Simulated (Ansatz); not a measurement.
# 3-layer 1T-VSSe (AA) in a perpendicular field, part 3 of 3

Wanted: the out-of-plane response of the 3-layer 1T-VSSe (AA). A positive field points along +c.

Ansatz 0.2.0; plane-wave DFT, LDA+U, Ansatz PAW.

So far. Step 6 (Atoms held, field 0.1 V/Å): The dipole is 0.0671 e·Å, 0.0889 e·Å from its value without field.

## Step 7: Atoms held, field 0.2 V/Å

Contents of input.yaml:

```yaml
crystal:
  lattice:
    - [3.328875269, 0.0, 0.0]
    - [-1.6644376345, 2.882890549, 0.0]
    - [0.0, 0.0, 32.6403892701]
  atoms:
    - { symbol: Se, position: [0.6666666667, 0.3333333333, 0.2757320057], spin: -0.2 }
    - { symbol: V, position: [0.0, 0.0, 0.3270059935], spin: 1.59 }
    - { symbol: S, position: [0.3333333333, 0.6666666667, 0.367913076], spin: -0.16 }
    - { symbol: Se, position: [0.6666666667, 0.3333333333, 0.4542840836], spin: -0.21 }
    - { symbol: V, position: [0.0, 0.0, 0.5052562717], spin: 1.58 }
    - { symbol: S, position: [0.3333333333, 0.6666666667, 0.5462279244], spin: -0.17 }
    - { symbol: Se, position: [0.6666666667, 0.3333333333, 0.6323375677], spin: -0.22 }
    - { symbol: V, position: [0.0, 0.0, 0.6833941515], spin: 1.57 }
    - { symbol: S, position: [0.3333333333, 0.6666666667, 0.7242679943], spin: -0.16 }
magnetization:
  spin_polarized: true
kpoints:
  mp_grid: { grid: [18, 18, 1] }
  band_path:
    path: [[0, 0, 0], [0.5, 0, 0], [0.33333333, 0.33333333, 0], [0, 0, 0]]
    npoints: 16
hamiltonian:
  xc: lda
  hubbard: { sites: [{ species: V, l: d, u_eff: 4.0 }] }
scf:
  occupations: { method: fermi_dirac, width: 0.05 }
  convergence: { dr2_threshold: 1.0e-10 }
efield:
  axis: 3
  dipole_correction: true
  ramp_position: 0.9617
  ramp_width: 0.072
  amplitude: 0.2
output:
  write_potential: true
  write_density: true
  volumetric_format: npy
```

On the command line:

```sh
$ ansatz run input.yaml --threads 8 --pin off --max-ram 12288MiB --backend cpu --events-out ev --progress --plain --runs-dir out
```

Numbers of over 12 decimals in the logs are rounded to 6 here.

The log of the run:

```text
[...]
Crystal: 9 atoms, lattice volume = 313.243 Å³
Basis set: ecut = 420 eV, 6205 PW (Γ)
Bands: 67, of which v1, the nominal top of the filled ones, is band 53 counted from 1 (52 counted from 0)
Symmetry: 6 space group operations
k-points: 37 of 324 (time reversal used)
[...]
Starting moments: Σ|m| = 5.86 μB on 9 of 9 sites
[...]
k-point 1 ↑: bands = [... 49 lower, 1.0106, 1.8365, 2.8253, 2.9275, 2.9798, 3.1580, 3.2698, 3.3352, ... 10 higher]
  k-point 2 ↑: bands = [... 49 lower, 1.2218, 1.9000, 2.2545, 2.3686, 2.4421, 3.1206, 3.2407, 3.3192, ... 10 higher]
  k-point 36 ↓: bands = [... 49 lower, 0.3635, 0.4818, 5.0166, 5.0387, 5.0590, 5.3878, 5.4605, 5.5442, ... 10 higher]
Occupation matrices written to <dir>
[key lines of the parts left out:]
SCF converged after 92 iterations
Magnetization: 4.1648 μB (54.5824 up, 50.4176 down)
Free energy (F): -27334.959080 eV
Fermi energy:    2.123833 eV
Dipole field:    D = 0.090116 V/Å  (p = 0.155999 e·Å, saw-weighted, corrected)
```

It took 11 min on 8 threads of Arm Neoverse V2, shared host; peak memory 8.3 GiB; 83 min of CPU time.

The dipole is 0.156 e·Å, 0.178 e·Å from its value without field.

## Step 8: Single point, field 0.3 V/Å

Edit input.yaml of step 7 so:

```diff
@@ -31,6 +31,8 @@
   dipole_correction: true
-  ramp_position: 0.9617
-  ramp_width: 0.072
-  amplitude: 0.2
+  ramp_position: 0.9595
+  ramp_width: 0.0764
+  amplitude: 0.3
 output:
+  dos: { projected: true, e_range: [-6, 5] }
+  bader: true
   write_potential: true
@@ -38 +40,2 @@
   volumetric_format: npy
+  elf: true
```

The log of the run:

```text
[...]
Crystal: 9 atoms, lattice volume = 313.243 Å³
Basis set: ecut = 420 eV, 6205 PW (Γ)
Bands: 67, of which v1, the nominal top of the filled ones, is band 53 counted from 1 (52 counted from 0)
Symmetry: 6 space group operations
k-points: 37 of 324 (time reversal used)
[...]
Starting moments: Σ|m| = 5.86 μB on 9 of 9 sites
[...]
1      V      1.3321     0.0015     1.7998
     2      S     -0.7909     0.0012    -0.1310
     3     Se     -0.5403     0.0003    -0.2528
     4      V      1.3258     0.0015     1.7744
     5      S     -0.7839     0.0012    -0.1453
     6     Se     -0.5379     0.0002    -0.2623
     7      V      1.3353     0.0014     1.7522
     8      S     -0.7535     0.0012    -0.1420
  estimated error of the sums over rays = 5.2e-4 e
[key lines of the parts left out:]
SCF converged after 96 iterations
Magnetization: 4.1631 μB (54.5815 up, 50.4185 down)
Free energy (F): -27334.979128 eV
Fermi energy:    2.122611 eV
Dipole field:    D = 0.141498 V/Å  (p = 0.244945 e·Å, saw-weighted, corrected)
```

Run time: 11 min. Hardware: 8 threads; peak memory 8.3 GiB.

The dipole is 0.245 e·Å, 0.267 e·Å from its value without field.

## Step 9: Response, atoms held

This step: plane-wave DFT, LDA+U, Ansatz PAW; response to a field along the normal, atoms held (Ansatz 0.2.0).

The dipoles give the slope, and the difference of two potentials shows where the field is screened.

This step gave:

```yaml
equivalent_conductor_thickness_p_eps_0ae: 16.76 Å
distance_between_the_outer_atoms: 14.64 Å
```

The dipole of the cell by applied field:

```
applied field (V/Å)  dipole of the cell (e·Å)
             -0.050                   -0.0663
              0.000                   -0.0218
              0.050                    0.0226
              0.100                    0.0671
              0.200                     0.156
              0.300                     0.245
```

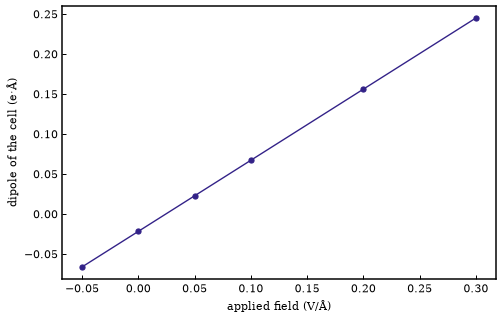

Dipole of the cell, plotted against applied field.

The total moment stays at 4.17 μB for applied field from -0.05 to 0.3 V/Å.

Local field over the applied field, running mean. From the potentials at -0.05 and 0.05 V/Å; running mean over 2.5 Å. The local field over applied field by z:

| z (Å) | local field over applied field |
| --- | --- |
| 5.0 | 0.996 |
| 7.5 | 0.633 |
| 10.0 | 0.0175 |
| 12.5 | -3.0e-4 |
| 15.0 | -3.9e-4 |
| 17.5 | -0.00152 |
| 20.0 | -2.7e-4 |
| 22.5 | 0.0270 |
| 25.0 | 0.628 |
| 27.5 | 0.997 |

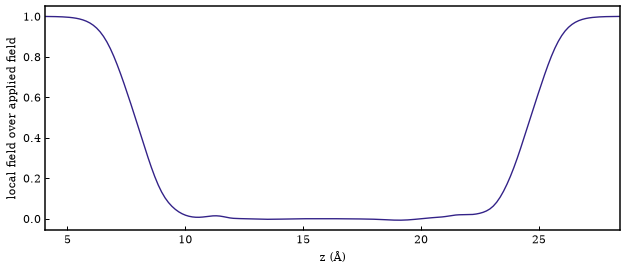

Local field over applied field against z.

The induced electron density oscillates, so the rows of the table below give means over windows of 1 Å about each position, cut where the curve ends. Its maxima inside the range that stand out by 2 % of the span (Å: e/Å³ per V/Å): 8.0: 0.00347, 10.7: 8.6e-4, 12.0: 1.1e-4, 21.8: 2.0e-4, 22.8: 5.1e-4. Its minima: 10.2: -0.00114, 11.2: -1.5e-4, 20.5: -2.8e-4, 22.2: -4.6e-4, 24.5: -0.00374.

Electrons, planar mean, per unit field. The induced electron density by z; means over each step:

```
z (Å)  induced electron density (e/Å³ per V/Å)
    5                                   2.1e-5
    6                                   2.0e-4
    7                                  0.00136
    8                                  0.00293
    9                                  0.00115
   10                                  -4.3e-4
   11                                   2.4e-4
   12                                   7.4e-5
   13                                  -4.8e-7
   14                                  -2.2e-5
   15                                  -9.0e-7
   16                                   4.6e-6
   17                                  -4.3e-6
   18                                   1.2e-5
   19                                   5.7e-5
   20                                  -1.1e-4
   21                                  -7.4e-5
   22                                  -8.5e-5
   23                                  -1.4e-4
   24                                 -0.00195
   25                                 -0.00266
   26                                  -5.3e-4
   27                                  -5.3e-5
   28                                  -4.5e-6
```

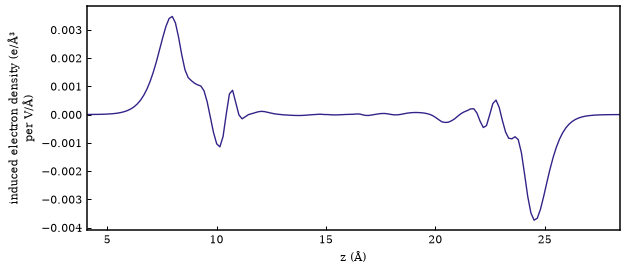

Induced electron density, plotted against z.

By hand: between -0.05 and 0.05 V/Å the dipole changes by 0.08890 e·Å, a slope of 0.8890 e·Å²/V. A perfect conductor of thickness t has p = ε₀AEt, so t = 180.95 × 0.8890 / 9.597 = 16.76 Å (e/ε₀ = 180.95 V·Å, A in Å²).

The induced dipole is that of a conductor 16.76 Å thick.

## Step 10: Varying the input

This step: plane-wave DFT, LDA+U, Ansatz PAW (Ansatz 0.2.0).

A run with a changed input: it repeats the earlier run at 0.05 V/Å with crystal.symmetry to detect: false.

Edit input.yaml of step 8 so:

```diff
@@ -15,2 +15,3 @@
     - { symbol: S, position: [0.3333333333, 0.6666666667, 0.7242679943], spin: -0.16 }
+  symmetry: { detect: false }
 magnetization:
@@ -31,8 +32,6 @@
   dipole_correction: true
-  ramp_position: 0.9595
-  ramp_width: 0.0764
-  amplitude: 0.3
+  ramp_position: 0.97
+  ramp_width: 0.06
+  amplitude: 0.05
 output:
-  dos: { projected: true, e_range: [-6, 5] }
-  bader: true
   write_potential: true
@@ -40,2 +39 @@
   volumetric_format: npy
-  elf: true
```

The log of the run:

```text
Se: projections on atomic orbitals take those of the free atom [Ar] 3d10 4s2 4p4, of charge +0.00 (hamiltonian.pseudopotentials.projection_atoms); the dataset's partial waves leave at most 2.3e-6 of an orbital's norm unspanned inside its sphere
V: projections on atomic orbitals take those of the free atom [Ne] 3s2 3p6 3d3 4s2, of charge +0.00 (hamiltonian.pseudopotentials.projection_atoms); the dataset's partial waves leave at most 5.8e-7 of an orbital's norm unspanned inside its sphere
S: projections on atomic orbitals take those of the free atom [Ne] 3s2 3p4, of charge +0.00 (hamiltonian.pseudopotentials.projection_atoms); the dataset's partial waves leave at most 1.6e-7 of an orbital's norm unspanned inside its sphere
Engine: ansatz 0.2.0, aarch64-unknown-linux-gnu
Pseudopotentials: kind: paw
Pseudopotential: Se, paw, valence charge 16, recommended cutoff 420 eV (normal), Se.paw.azcp
Pseudopotential: V, paw, valence charge 13, recommended cutoff 420 eV (normal), V.paw.azcp
Pseudopotential: S, paw, valence charge 6, recommended cutoff 420 eV (normal), S.paw.azcp
Functional definition: SPW92
  exchange = slater_x
  correlation = pw_c
Crystal: 9 atoms, lattice volume = 313.243 Å³
Basis set: ecut = 420 eV, 6205 PW (Γ)
Bands: 67, of which v1, the nominal top of the filled ones, is band 53 counted from 1 (52 counted from 0)
Symmetry: 1 space group operations
k-points: 164 of 324 (time reversal used)
Non-local potential: Se, projectors of the file, l = 0: 2, l = 1: 2, l = 2: 3, l = 3: 1
Non-local potential: V, projectors of the file, l = 0: 3, l = 1: 2, l = 2: 3, l = 3: 1
Non-local potential: S, projectors of the file, l = 0: 2, l = 1: 2, l = 2: 2
PAW form: soft (Blöchl's): semilocal exchange-correlation on the pseudo side does not see the compensation charge
PAW frozen core: Se, regenerated for the run's functional, and the local potential with it (the file was generated under x = pbe(κ = 0.804, μ = 0.219515), c = pbe(β = 0.066725))
PAW frozen core: V, regenerated for the run's functional, and the local potential with it (the file was generated under x = pbe(κ = 0.804, μ = 0.219515), c = pbe(β = 0.066725))
PAW frozen core: S, regenerated for the run's functional, and the local potential with it (the file was generated under x = pbe(κ = 0.804, μ = 0.219515), c = pbe(β = 0.066725))
PAW one-centre angular grid: Se, 590 points (default); XC on 64 Gauss nodes
PAW one-centre angular grid: V, 590 points (default); XC on 64 Gauss nodes
PAW one-centre angular grid: S, 110 points (default); XC on 64 Gauss nodes
Initial density: superposition of atomic densities (neutral atoms: chi_scale 0, normalization atom, screened)
Starting moments: Σ|m| = 5.86 μB on 9 of 9 sites
Initial wavefunctions: pseudopotential atomic-orbital guess
Functional: x = slater, c = lda
[...]
Mixer restart at iter 7: flushing history
spin-set hold released at iteration 7 (site moments contracting): the magnetisation degrees of freedom join the quasi-Newton model from the next iteration; the mixer history was flushed
SCF iter   8: F=—  HF=-27402.953940 eV  |F-HF|=—  |Δ(HF+E_count)|=    6.87e1  Δρ=1.47e-1 (↑1.37e-1 ↓1.47e-1)  dr2=7.86e3  dr2_m=4.99e0  M=1.051 μB ∫|m|=1.946 μB  β_m=1.20  ethr=2.75e-3  p=-0.620 e·Å  D=-3.58e-1 V/Å  ΔV_dip=11.69 eV  dr2_dipole=6.38e3  V_vac-E_F(+/−)=10.05/-3.15 eV  ⟨swp⟩=13.5  Hψ=117808  notcnv=0  defer=1737  κ⁻¹=1.0e0(r=1)
SCF iter   9: F=—  HF=-27339.257918 eV  |F-HF|=—  |Δ(HF+E_count)|=    6.37e1  Δρ=7.69e-2 (↑7.69e-2 ↓1.45e-2)  dr2=2.79e2  dr2_m=3.51e0  M=4.907 μB ∫|m|=6.921 μB  β_m=1.20  ethr=2.75e-3  p=0.151 e·Å  D=8.75e-2 V/Å  ΔV_dip=-2.86 eV  dr2_dipole=3.71e1  V_vac-E_F(+/−)=4.32/5.67 eV  ⟨swp⟩=4.6  Hψ=44582  notcnv=0  defer=1363  κ⁻¹=4.9e-3(r=2)
[...]
SCF iter  56: F=—  HF=-27353.772690 eV  |F-HF|=—  |Δ(HF+E_count)|=    1.80e1  Δρ=6.59e-2 (↑6.59e-2 ↓3.70e-2)  dr2=1.23e3  dr2_m=2.52e0  M=6.281 μB ∫|m|=7.106 μB  β_m=1.20  ethr=4.76e-5  p=0.369 e·Å  D=2.13e-1 V/Å  ΔV_dip=-6.96 eV  dr2_dipole=5.35e2  V_vac-E_F(+/−)=10.00/15.51 eV  ⟨swp⟩=20.0  Hψ=219111  notcnv=0  defer=2787  κ⁻¹=1.0e0(r=1)
SCF iter  57: F=—  HF=-27349.172401 eV  |F-HF|=—  |Δ(HF+E_count)|=    4.60e0  Δρ=6.07e-2 (↑6.07e-2 ↓3.07e-2)  dr2=7.87e2  dr2_m=3.18e0  M=7.205 μB ∫|m|=7.421 μB  β_m=1.20  ethr=4.76e-5  p=-0.764 e·Å  D=-4.41e-1 V/Å  ΔV_dip=14.41 eV  dr2_dipole=5.11e2  V_vac-E_F(+/−)=17.11/1.25 eV  ⟨swp⟩=19.2  Hψ=223348  notcnv=0  defer=2155  κ⁻¹=5.1e-2(r=2)
SCF iter  58: F=—  HF=-27335.034057 eV  |F-HF|=—  |Δ(HF+E_count)|=    1.41e1  Δρ=5.59e-3 (↑5.59e-3 ↓5.55e-3)  dr2=2.43e0  dr2_m=4.54e-2  M=4.244 μB ∫|m|=6.950 μB  β_m=1.20  ethr=4.76e-5  p=-0.159 e·Å  D=-9.20e-2 V/Å  ΔV_dip=3.00 eV  dr2_dipole=1.83e-1  V_vac-E_F(+/−)=9.66/5.20 eV  ⟨swp⟩=10.4  Hψ=121223  notcnv=0  defer=1806  κ⁻¹=2.2e-4(r=3)
SCF iter  59: F=—  HF=-27334.986985 eV  |F-HF|=—  |Δ(HF+E_count)|=         —  Δρ=3.05e-3 (↑3.05e-3 ↓2.69e-3)  dr2=2.68e-1  dr2_m=1.50e-2  M=4.158 μB ∫|m|=7.069 μB  β_m=1.20  ethr=4.76e-5  p=-0.158 e·Å  D=-9.15e-2 V/Å  ΔV_dip=2.99 eV  dr2_dipole=4.38e-2  V_vac-E_F(+/−)=9.84/5.38 eV  ⟨swp⟩=5.6  Hψ=52911  notcnv=0  defer=1740
Mixer restart at iter 59: flushing history
SCF iter  60: F=—  HF=-27335.099840 eV  |F-HF|=—  |Δ(HF+E_count)|=   1.13e-1  Δρ=7.03e-3 (↑7.03e-3 ↓2.83e-3)  dr2=5.60e0  dr2_m=3.15e-2  M=4.112 μB ∫|m|=7.173 μB  β_m=1.20  ethr=4.76e-5  p=-0.042 e·Å  D=-2.40e-2 V/Å  ΔV_dip=0.78 eV  dr2_dipole=1.61e0  V_vac-E_F(+/−)=8.92/6.66 eV  ⟨swp⟩=6.6  Hψ=51496  notcnv=0  defer=1852  κ⁻¹=1.0e0(r=1)
Mixer restart at iter 60: flushing history
SCF iter  61: F=—  HF=-27333.595342 eV  |F-HF|=—  |Δ(HF+E_count)|=         —  Δρ=1.21e-2 (↑1.21e-2 ↓2.94e-3)  dr2=8.21e0  dr2_m=1.28e-1  M=4.104 μB ∫|m|=7.142 μB  β_m=1.00  ethr=4.76e-5  p=-0.133 e·Å  D=-7.71e-2 V/Å  ΔV_dip=2.52 eV  dr2_dipole=5.90e0  V_vac-E_F(+/−)=9.38/5.38 eV  ⟨swp⟩=4.9  Hψ=45878  notcnv=0  defer=1901
Mixer restart at iter 61: flushing history
SCF iter  62: F=—  HF=-28730.421047 eV  |F-HF|=—  |Δ(HF+E_count)|=    1.40e3  Δρ=4.64e-1 (↑4.64e-1 ↓4.23e-1)  dr2=1.00e5  dr2_m=9.88e0  M=3.784 μB ∫|m|=4.510 μB  β_m=1.20  ethr=4.76e-5  p=4.386 e·Å  D=2.53e0 V/Å  ΔV_dip=-82.70 eV  dr2_dipole=1.26e5  V_vac-E_F(+/−)=-18.59/62.60 eV  ⟨swp⟩=45.9  Hψ=854488  notcnv=1032  defer=3175
```

Wall time 16 min (8 threads); peak memory 5.7 GiB.

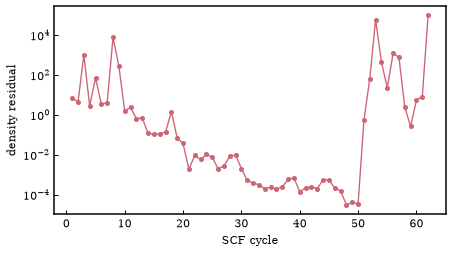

Residual by cycle in this run.

The run was cut off at its time limit.

After 62 cycles the residual stands at 1.0e5.

## Step 11: Summary of results

```json
{
  "gap without field": "none",
  "work function, upper face": "6.35 eV",
  "step between the vacuum levels": "0.411 eV",
  "equivalent conductor thickness, atoms held": "16.8 Å"
}
```

**Reading.** The induced dipole equals that of a perfect conductor 16.76 Å thick, while the outer atoms lie 14.64 Å apart. The two faces differ: the vacuum level above lies 0.41 eV higher than the one below. There is no gap over 0.03 eV, with or without the field. The magnetic order is the one reached from the typed start; other orders were not compared. Spin-orbit coupling is left out.

[Logs are printed without paths, hosts, clocks, repeated set-up lines and the standing remarks that a program may print on its own settings, such as how far it seeks lower states.]

[Hosts, paths, dates, database ids (printed as entryN), source tags and the programs' standing remarks are cut or masked in the printed files.]

[Maps of the electrostatic potential energy from Ansatz leave out the sawtooth potential of an applied field or a dipole correction, so their vacuum need not be flat; planar profiles and work functions include it.]
